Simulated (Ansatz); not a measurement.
**SnH2O2 (SMILES [OH][Sn][OH]): B2PLYP/def2-SVP (core potential)**

What is the energy change on altering one bond length of SnH2O2 at B2PLYP/def2-SVP (core potential)? 

The results are computed with Ansatz 0.2.0.

45 further runs of the same task are left out: 45 set aside as unsound or not needed.

**1. The structure to begin with**

SnH2O2 has 5 atoms, charge 0, and is taken as a singlet. As SMILES, `[OH][Sn][OH]`. Geometry: relaxed at PBE0-D4/def2-TZVP. This is one conformer, not always the lowest.

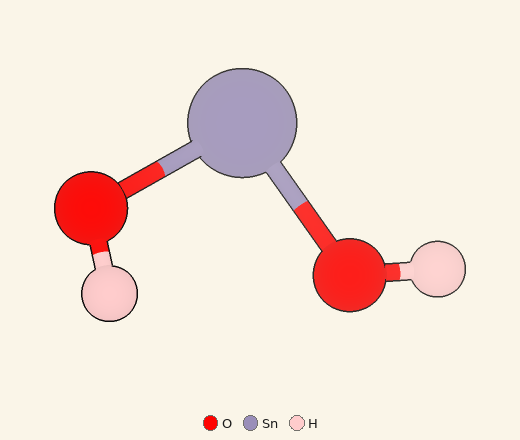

Viewed from a chosen angle; oxygen red, tin purple, hydrogen pink.

**2. The energy at B2PLYP/def2-SVP (core potential)**

Input file job.yaml:

```yaml
crystal:
  periodic: [false, false, false]
  atoms:
    - {symbol: O, position_ang: [-0.984300, 0.177800, -0.613800]}
    - {symbol: Sn, position_ang: [-0.153700, -0.943900, 0.800900]}
    - {symbol: O, position_ang: [1.561800, 0.002900, 0.636100]}
    - {symbol: H, position_ang: [-1.901200, -0.005600, -0.831400]}
    - {symbol: H, position_ang: [1.527200, 0.695100, -0.033300]}
basis:
  gaussian:
    orbitals: def2-SVP
correlation:
  frozen_orbitals: {H: 0, O: 1, Sn: 4}
accuracy: high
magnetization:
  spin_polarized: false
hamiltonian:
  xc: {name: B2PLYP}
output: {orbitals: {seedname: orbitals}}
```

Run with:

```bash
$ ansatz run job.yaml --threads 1 --pin off --max-ram 3480MiB --events-out events.jsonl --progress --plain --runs-dir runs
```

Output:

```text
Warning: RAYON_NUM_THREADS=1 ignored (pool sized by the plan → 1); use --threads N
Functional definition: B2PLYP
  name "B2PLYP"
  parameter a = 0.53
  parameter c = 0.27
  exchange = (1 - a)*b88_x + a*exact_x
  correlation = (1 - c)*lyp_c + c*(mp2_os + mp2_ss)
1456 factors; integrals over basis functions are off by at most 3.2e-9 eV
mean field evaluation 1: about -9932.4115 eV, gradient 6.5e1 eV
mean field evaluation 2: about -9932.5782 eV, gradient 6.5e1 eV
mean field evaluation 4: about -9940.4512 eV, gradient 4.5e0 eV
mean field evaluation 8: about -9940.5391 eV, gradient 7.9e-1 eV
mean field evaluation 16: about -9940.5404 eV, gradient 6.3e-5 eV
mean field -9940.54041619 eV, -365.3081223546 hartree, gradient 3.9e-8 eV, S^2 0.000000; 0 other end points of the search recorded, 0 dependent functions left out
6 core orbitals not correlated: weight in the atoms' cores, before any rotation towards them, 1.000 or more for the frozen orbitals, at most 0.000 for the correlated occupied ones
reference -9940.54043667 eV, -365.3081231074 hartree; 14, 14 occupied and 44, 44 virtual orbitals, 1456 factors
second order -16.11850570 eV of doubles, -0.00000000 eV of singles
Total energy: -9944.89243321 eV, -365.4680560303 hartree
```

It took 7.5 s on 1 thread of Arm Neoverse V1, shared host; peak memory 0.18 GiB.

**3. The distorted shape at the same level**

Input file job.yaml:

```yaml
crystal:
  periodic: [false, false, false]
  atoms:
    - symbol: O
      position_ang: [-3.042928, -0.958375, -0.416037]
    - symbol: Sn
      position_ang: [-2.212328, -2.080075, 0.998663]
    - symbol: O
      position_ang: [1.561800, 0.002900, 0.636100]
    - symbol: H
      position_ang: [-3.959828, -1.141775, -0.633637]
    - symbol: H
      position_ang: [1.527200, 0.695100, -0.033300]
basis:
  gaussian: {orbitals: def2-SVP}
hamiltonian: {xc: {name: B2PLYP}}
correlation: {frozen_orbitals: {H: 0, O: 1, Sn: 4}}
accuracy: high
output: {orbitals: {seedname: orbitals}}
```

Run with:

```bash
$ ansatz run job.yaml --threads 1 --pin off --max-ram 3480MiB --events-out events.jsonl --progress --plain --runs-dir runs
```

Output, shortened:

```text
Warning: RAYON_NUM_THREADS=1 ignored (pool sized by the plan → 1); use --threads N
[... 2 set-up lines as earlier in the session ...]
[...]
1345 factors; integrals over basis functions are off by at most 1.9e-8 eV
[...]
mean field -9935.12870717 eV, -365.1092457165 hartree, gradient 2.5e-8 eV, S^2 0.000000; 4 other end points of the search recorded, 0 dependent functions left out; unrestricted orbitals would lower it
6 core orbitals not correlated: weight in the atoms' cores, before any rotation towards them, 1.000 or more for the frozen orbitals, at most 0.000 for the correlated occupied ones
reference -9935.12873074 eV, -365.1092465824 hartree; 14, 14 occupied and 44, 44 virtual orbitals, 1345 factors
second order -20.02632744 eV of doubles, -0.00000000 eV of singles
Total energy: -9940.53583914 eV, -365.3079541513 hartree
```

It took 10 s on 1 thread of Arm Neoverse V1, shared host; peak memory 0.21 GiB.

**4. Summary of results**

Level: B2PLYP/def2-SVP (core potential), 6 core orbitals frozen.

| quantity | value |
| --- | --- |
| first shape: total energy | -365.46806 Eh |
| first shape: HOMO energy (SCF part's orbitals) | -8.27 eV |
| first shape: LUMO energy (SCF part's orbitals) | -0.78 eV |
| first shape: HOMO–LUMO gap (SCF part's orbitals) | 7.48 eV |
| distorted shape: total energy | -365.30795 Eh |
| distorted shape: HOMO energy (SCF part's orbitals) | -5.30 eV |
| distorted shape: LUMO energy (SCF part's orbitals) | -2.80 eV |
| distorted shape: HOMO–LUMO gap (SCF part's orbitals) | 2.50 eV |
| energy change with the Sn2–O3 bond stretched from 1.966 to 4.326 Å | 4.357 eV |

**Reading.** One bond (distorted shape) is far stretched, which a spin-restricted single reference describes badly; perturbation theory on it can break down and give far too much correlation. With the Sn2–O3 bond stretched from 1.966 to 4.326 Å the energy rises by 4.36 eV (420 kJ/mol). The first shape isn't relaxed at this level, so the change isn't measured from a minimum. A restricted reference can't describe the breaking bond well at this length. The restricted solution (distorted shape) is unstable to spin breaking: an unrestricted one lies lower.
